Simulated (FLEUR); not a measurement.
# NiO: orders along a scan of the volume, part 2 of 2

Wanted: the trend of the moments of NiO with the volume.

FLEUR MaX-R8.1; PBE with U = 6 eV on Ni d; all-electron FLAPW, Dirac cores, scalar-relativistic bands.

So far, largest spin moment in the muffin-tin sphere (μB): step 2 (factor 1, start ferro +) 1.79; step 3 (factor 1, start antiferro q=(0,0,1/2) +-) 1.71.

### Step 4. Factor 1.12, start ferro +

The farthest finished point is shown in full.

The k list default-1 (kpts.xml, not shown) is a Γ-centred 8×8×8 mesh.

File inp.xml:

```
<?xml version="1.0" encoding="UTF-8" standalone="no"?>
<fleurInput fleurInputVersion="0.39">
   <comment>
      NiO
   </comment>
   <calculationSetup>
      <cutoffs Kmax="4.4" Gmax="13.2" GmaxXC="13.2" numbands="0"/>
      <scfLoop itmax="110" minDistance="0.0001" maxIterBroyd="15" imix="Anderson" alpha="0.05" precondParam="0.0" spinf="2.0" sdNocoIR="T"/>
      <coreElectrons ctail="T" frcor="F" kcrel="0" coretail_lmax="0"/>
      <xcFunctional name="pbe" relativisticCorrections="F"/>
      <magnetism jspins="2"/>
      <soc l_soc="F" theta="0.0" phi="0.0" spav="F"/>
      <expertModes spex="0" secvar="F"/>
      <geometryOptimization l_f="F" forcealpha="1.0" forcemix="BFGS" epsdisp="0.00001" epsforce="0.00001"/>
      <ldaU l_linMix="F" mixParam="0.05" spinf="1.0"/>
   </calculationSetup>
   <cell>
      <bzIntegration valenceElectrons="24.0" mode="hist" fermiSmearingEnergy="0.00183747">
         <kPointListSelection listName="default-1"/>
         <xi:include xmlns:xi="http://www.w3.org/2001/XInclude" href="kpts.xml"> </xi:include>
      </bzIntegration>
      <xi:include xmlns:xi="http://www.w3.org/2001/XInclude" href="sym.xml"> </xi:include>
      <bulkLattice scale="1.0">
         <bravaisMatrix>
            <row-1>    0.0000000000000000     4.0935368140173605     4.0935368140173605</row-1>
            <row-2>    4.0935368140173605     0.0000000000000000     4.0935368140173605</row-2>
            <row-3>    4.0935368140173605     4.0935368140173605     0.0000000000000000</row-3>
         </bravaisMatrix>
      </bulkLattice>
   </cell>
   <atomSpecies>
      <species name="Nickel (Ni2.000" element="Ni" atomicNumber="28">
         <mtSphere radius="2.35" gridPoints="777" logIncrement="0.016"/>
         <atomicCutoffs lmax="8" lnonsphr="6"/>
         <electronConfig flipSpins="F">
            <coreConfig>(1s1/2) (2s1/2) (2p1/2) (2p3/2)</coreConfig>
            <valenceConfig>(3s1/2) (3p1/2) (3p3/2) (4s1/2) (3d3/2) (3d5/2)</valenceConfig>
            <stateOccupation state="(3d3/2)" spinUp="2.0" spinDown="1.2"/>
            <stateOccupation state="(3d5/2)" spinUp="3.0" spinDown="1.8"/>
         </electronConfig>
         <energyParameters s="4" p="4" d="3" f="4"/>
         <ldaU l="2" U="6.0" J="0.0" l_amf="F"/>
         <lo type="SCLO" l="0" n="3" eDeriv="0"/>
         <lo type="SCLO" l="1" n="3" eDeriv="0"/>
      </species>
      <species name="Oxygen (O)" element="O" atomicNumber="8">
         <mtSphere radius="1.33" gridPoints="441" logIncrement="0.024"/>
         <atomicCutoffs lmax="6" lnonsphr="4"/>
         <electronConfig flipSpins="F">
            <coreConfig>(1s1/2)</coreConfig>
            <valenceConfig>(2s1/2) (2p1/2) (2p3/2)</valenceConfig>
            <stateOccupation state="(2p1/2)" spinUp="0.666667" spinDown="0.666667"/>
            <stateOccupation state="(2p3/2)" spinUp="1.333333" spinDown="1.333333"/>
         </electronConfig>
         <energyParameters s="2" p="2" d="3" f="4"/>
      </species>
   </atomSpecies>
   <atomGroups>
      <atomGroup species="Nickel (Ni2.000">
         <relPos label="                   1">.0000000000 .0000000000 .0000000000</relPos>
         <force calculate="T" relaxXYZ="TTT"/>
      </atomGroup>
      <atomGroup species="Oxygen (O)">
         <relPos label="                   2">1.000/2.000 1.000/2.000 1.000/2.000</relPos>
         <force calculate="T" relaxXYZ="TTT"/>
      </atomGroup>
   </atomGroups>
   <output dos="F" band="F" slice="F">
      <bandDOS minEnergy="-.5*Htr" maxEnergy="0.5*Htr" sigma="0.015" storeEVData="T"/>
      <plotting iplot="0" polar="F">
         <plot TwoD="T" vec1="  1.0  0.0  0.0" vec2="  0.0  1.0  0.0" vec3="  0.0  0.0  1.0" zero="  0.0  0.0  0.0" file="plot"/>
      </plotting>
      <moessbauerParams electricFieldGradient="F" isomerShift="F" coreHyperfine="F" valenceHyperfine="F"/>
   </output>
</fleurInput>
```

File crystal.txt:

```
NiO
&input film=F cartesian=F /
0.00000000000  2.16620639400  2.16620639400
2.16620639400  0.00000000000  2.16620639400
2.16620639400  2.16620639400  0.00000000000
1.8897261246
1.0 1.0 1.0

2
28 0.00000000000  0.00000000000  0.00000000000 : 2.000
8 0.50000000000  0.50000000000  0.50000000000

&kpt div1=8 div2=8 div3=8 gamma=T /
```

Launch:

```bash
$ OMP_NUM_THREADS=1 inpgen -f crystal.txt > inpgen.log  # inp.xml is then edited as shown
$ OMP_NUM_THREADS=1 mpirun -n 8 fleur_MPI > fleur.log
```

Output:

```text
[banner, memory and clock lines left out]
Welcome to FLEUR        (www.flapw.de)
      MaX-Release 8.1          (www.max-centre.eu)

 ========== k-point set info ==========
 Selected k-point list: default-1
 k-point list type: mesh
 0 x 0 x 0
 Number of k points: 32

 [... set-up left out ...]
 no density matrix found ... skipping LDA+U
 Reset of history
 Iteration:     1   Distance:      25.89502494 me/bohr^3
 Iteration:     2   Distance:      37.00331844 me/bohr^3
 Iteration:     3   Distance:      34.48639387 me/bohr^3
 Iteration:     4   Distance:      19.09966353 me/bohr^3
[...]
[... left out ...]
            <freeEnergy value="-1595.9844813517"/>
            <extrapolationTo0K value="-1595.9844813517"/>
         </totalEnergy>
         [... left out ...]
         <ldaUDensityMatrixConvergence>
            <distance spin="1" distance="0.000000"/>
            <distance spin="2" distance="0.000000"/>
         </ldaUDensityMatrixConvergence>
         <densityConvergence units="me/bohr^3">
            <chargeDensity spin="1" distance="0.0000263932"/>
            <chargeDensity spin="2" distance="0.0000316980"/>
            <overallChargeDensity distance="0.0000533699"/>
            <spinDensity distance="0.0000235453"/>
         </densityConvergence>
      </iteration>
```

The job ended after 6.8 s (8 MPI ranks of Arm Neoverse V2, shared host; peak memory 0.34 GiB; 53 s of CPU time).

Spin moment in the muffin-tin sphere by atom:

```tsv
atom	spin moment in the muffin-tin sphere (μB)
Ni1	1.81
O2	0.15
```

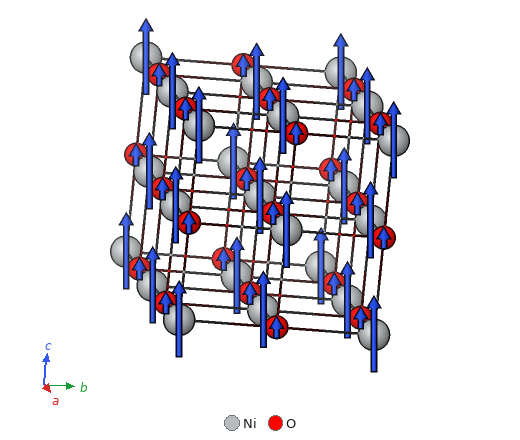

Spin moment in the muffin-tin sphere as arrows, the longest 1.81 μB. Up and down stand for the sign. Arrows give size and sign along the axis of quantisation, drawn up and down the page. Each arrow also spans its atom, so small moments look longer than they are. 2×1×1 conventional cells are drawn. Some periodic images of atoms are drawn too.

This step gave:

| Item | Value |
| --- | --- |
| free energy | -43428.9502 eV |
| program's band gap on this mesh (in a metal only a level spacing) | 1.888 eV |
| magnetization | 2 μB |
| final state | ferromagnetic |

After 19 cycles the largest moment stands at 1.81 μB.

### Step 5. Factor 1.12, start antiferro q=(0,0,1/2) +-

The k list default-1 (kpts.xml, not shown) is a Γ-centred 8×8×4 mesh.

inp.xml, as its differences from that of step 4:

```diff
@@ -17,3 +17,3 @@
    <cell>
-      <bzIntegration valenceElectrons="24.0" mode="hist" fermiSmearingEnergy="0.00183747">
+      <bzIntegration valenceElectrons="48.0" mode="hist" fermiSmearingEnergy="0.00183747">
          <kPointListSelection listName="default-1"/>
@@ -26,3 +26,3 @@
             <row-2>    4.0935368140173605     0.0000000000000000     4.0935368140173605</row-2>
-            <row-3>    4.0935368140173605     4.0935368140173605     0.0000000000000000</row-3>
+            <row-3>    8.1870736280347209     8.1870736280347209     0.0000000000000000</row-3>
          </bravaisMatrix>
@@ -39,2 +39,16 @@
             <stateOccupation state="(3d5/2)" spinUp="3.0" spinDown="1.8"/>
+         </electronConfig>
+         <energyParameters s="4" p="4" d="3" f="4"/>
+         <ldaU l="2" U="6.0" J="0.0" l_amf="F"/>
+         <lo type="SCLO" l="0" n="3" eDeriv="0"/>
+         <lo type="SCLO" l="1" n="3" eDeriv="0"/>
+      </species>
+      <species name="Nickel (Ni-2.000" element="Ni" atomicNumber="28">
+         <mtSphere radius="2.35" gridPoints="777" logIncrement="0.016"/>
+         <atomicCutoffs lmax="8" lnonsphr="6"/>
+         <electronConfig flipSpins="F">
+            <coreConfig>(1s1/2) (2s1/2) (2p1/2) (2p3/2)</coreConfig>
+            <valenceConfig>(3s1/2) (3p1/2) (3p3/2) (4s1/2) (3d3/2) (3d5/2)</valenceConfig>
+            <stateOccupation state="(3d3/2)" spinUp="1.2" spinDown="2.0"/>
+            <stateOccupation state="(3d5/2)" spinUp="1.8" spinDown="3.0"/>
          </electronConfig>
@@ -62,4 +76,9 @@
       </atomGroup>
+      <atomGroup species="Nickel (Ni-2.000">
+         <relPos label="                   2">.0000000000 .0000000000 1.000/2.000</relPos>
+         <force calculate="T" relaxXYZ="TTT"/>
+      </atomGroup>
       <atomGroup species="Oxygen (O)">
-         <relPos label="                   2">1.000/2.000 1.000/2.000 1.000/2.000</relPos>
+         <relPos label="                   3">1.000/2.000 1.000/2.000 1.000/4.000</relPos>
+         <relPos label="                   4">1.000/2.000 1.000/2.000 -1.000/4.000</relPos>
          <force calculate="T" relaxXYZ="TTT"/>
```

File crystal.txt:

```
NiO
&input film=F cartesian=F /
0.00000000000  2.16620639400  2.16620639400
2.16620639400  0.00000000000  2.16620639400
4.33241278800  4.33241278800  0.00000000000
1.8897261246
1.0 1.0 1.0

4
28 0.00000000000  0.00000000000  0.00000000000 : 2.000
28 0.00000000000  0.00000000000  0.50000000000 : -2.000
8 0.50000000000  0.50000000000  0.25000000000
8 0.50000000000  0.50000000000  0.75000000000

&kpt div1=8 div2=8 div3=4 gamma=T /
```

Output:

```text
[banner, memory and clock lines left out]
Welcome to FLEUR        (www.flapw.de)
      MaX-Release 8.1          (www.max-centre.eu)

 ========== k-point set info ==========
 Selected k-point list: default-1
 k-point list type: mesh
 0 x 0 x 0
 Number of k points: 80

 [... set-up left out ...]
 no density matrix found ... skipping LDA+U
 Reset of history
 Iteration:     1   Distance:      33.74129253 me/bohr^3
 Iteration:     2   Distance:      37.09181535 me/bohr^3
 Iteration:     3   Distance:      34.47915173 me/bohr^3
 Iteration:     4   Distance:      18.62738204 me/bohr^3
[...]
[... left out ...]
            <freeEnergy value="-3191.9734437684"/>
            <extrapolationTo0K value="-3191.9734437684"/>
         </totalEnergy>
         [... left out ...]
         <ldaUDensityMatrixConvergence>
            <distance spin="1" distance="0.000004"/>
            <distance spin="2" distance="0.000004"/>
         </ldaUDensityMatrixConvergence>
         <densityConvergence units="me/bohr^3">
            <chargeDensity spin="1" distance="0.0000392262"/>
            <chargeDensity spin="2" distance="0.0000405667"/>
            <overallChargeDensity distance="0.0000668719"/>
            <spinDensity distance="0.0000435528"/>
         </densityConvergence>
      </iteration>
```

It took 40 s on 8 MPI ranks; peak memory 0.53 GiB; 5.4 min of CPU time.

Read from the output:

```
free energy                                                       : -86858.0223 eV
program's band gap on this mesh (in a metal only a level spacing) : 2.486 eV
magnetization                                                     : 0 μB
final state                                                       : antiferromagnetic
largest moment                                                    : 1.750 μB
```

After 24 cycles the largest moment stands at 1.75 μB.

### Step 6. Trends

In all 18 runs were made at the factors 0.88, 0.91, 0.94, 0.97, 1, 1.03, 1.06, 1.09 and 1.12, of which 18 converged. The tables hold the factors at which the parallel start converged, and CPU times count converged runs alone. Differences are of free energies.

Final states:

```tsv
volume factor	ferro +	antiferro q=(0,0,1/2) +-	CPU time (s)
0.88	ferromagnetic	antiferromagnetic	290.8
0.91	ferromagnetic	antiferromagnetic	300.9
0.94	ferromagnetic	antiferromagnetic	315.2
0.97	ferromagnetic	antiferromagnetic	305.4
1	ferromagnetic	antiferromagnetic	321.8
1.03	ferromagnetic	antiferromagnetic	329.9
1.06	ferromagnetic	antiferromagnetic	339
1.09	ferromagnetic	antiferromagnetic	361.7
1.12	ferromagnetic	antiferromagnetic	376.4
```

Table of energy over the lowest point, ferro + by volume factor:

```tsv
volume factor	energy over the lowest point, ferro + (meV a primitive cell)
0.8800	357
0.9100	222
0.9400	127
0.9700	60.6
1.0000	23.3
1.0300	0
1.0600	10.2
1.0900	31.0
1.1200	51.5
```

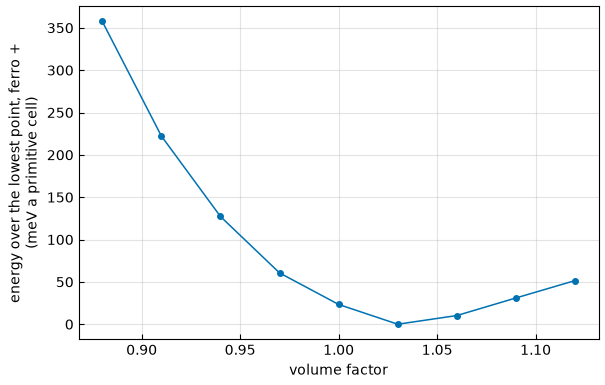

Energy over the lowest point, ferro + against volume factor.

Largest sphere moment against volume factor:

```tsv
volume factor	ferro + (μB)	antiferro q=(0,0,1/2) +- (μB)
0.8800	1.76	1.65
0.9100	1.77	1.67
0.9400	1.78	1.69
0.9700	1.79	1.70
1.0000	1.79	1.71
1.0300	1.80	1.72
1.0600	1.80	1.73
1.0900	1.81	1.74
1.1200	1.81	1.75
```

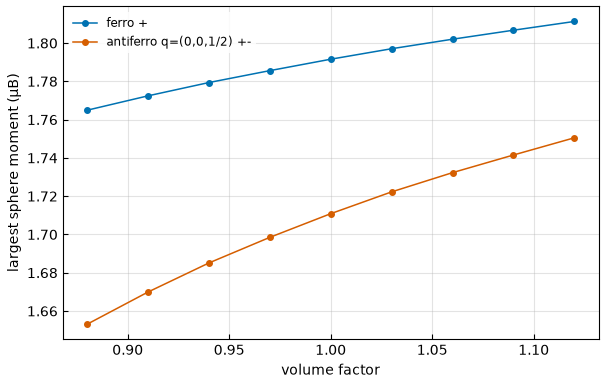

Largest sphere moment, plotted against volume factor.

The net moment, ferro + stays at 2 μB a primitive cell for volume factor from 0.88 to 1.12.

Energy less that of the parallel start, antiferro q=(0,0,1/2) +- against volume factor:

```tsv
volume factor	energy less that of the parallel start, antiferro q=(0,0,1/2) +- (meV a seeded atom)
0.8800	-132
0.9100	-118
0.9400	-107
0.9700	-96.7
1.0000	-87.9
1.0300	-79.8
1.0600	-72.9
1.0900	-67.1
1.1200	-61.0
```

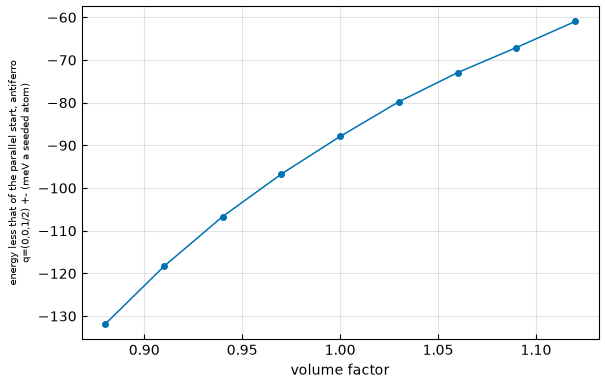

Energy less that of the parallel start, antiferro q=(0,0,1/2) +-, plotted against volume factor.

### Step 7. Outcome

```json
{"largest moment, parallel start": "1.76 μB at 0.88, 1.81 μB at 1.12", "net moment, parallel start": "2 to 2 μB a primitive cell", "start antiferro q=(0,0,1/2) +- less the parallel start": "-131.9 meV at 0.88, -61.0 meV at 1.12, a seeded atom"}
```

The largest moment of the parallel start goes from 1.76 μB at 0.88 to 1.81 μB at 1.12. Its energy is least at 1.03 of the points run. The start antiferro q=(0,0,1/2) +- lies under the parallel start at every point where both finished. The opposed order is one of several, taken for its small cell; another can lie lower, so the scan does not name the ground state. Atoms were not relaxed at any point.

[Logs and program files are shortened in this print: banners, set-up blocks, solver, clock and traceback lines can be left out without a mark of their own.]

[Logs are printed without paths, hosts, clocks, repeated set-up lines and the standing remarks that a program may print on its own settings, such as how far it seeks lower states.]

[Hosts, paths, dates, database ids (printed as entryN), source tags and the programs' standing remarks are cut or masked in the printed files.]

[Where a cell is said to come from a database of computed structures, the database is the Materials Project.]
